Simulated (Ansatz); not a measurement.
A relaxed structure of SrO. All values below come from PBE (plane waves to 420 eV, PAW, scalar-relativistic; Ansatz, a program for electronic structure).

Fm-3m (No. 225), cF8, rock salt type; a = b = c = 5.1947 Å, α = β = γ = 90.00°.

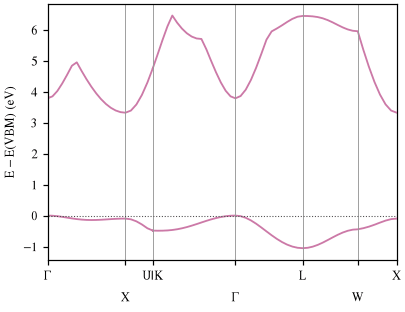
Highest filled and lowest empty band along the path of this cell's Brillouin zone

**Question.** Read off the gap and say whether it is direct.

**Answer.** 3.33 eV, indirect (valence top at Γ, conduction bottom at X) (no spin-orbit coupling).

**Question.** How far does the top valence band disperse along this path?

**Answer.** About 1.1 eV.

No spin polarisation in the result.

Measured for SrO: a 5.16 Å (room temperature; as listed in Juan A. Santana et al., The Journal of Chemical Physics (2016)); gap 5.22 eV (as listed in Anna Miglio et al., npj Computational Materials (2020)). Computed minus measured — a: PBE +0.7 %; gap: PBE -1.89 eV. The computed values are for a static lattice, and a measured gap can be an optical one, lowered by exciton binding.

The run could not lose the symmetry of its start; a randomly shaken copy of 2 atoms returns to this structure.

All atoms sit on sites fixed by symmetry, so only the cell could relax.
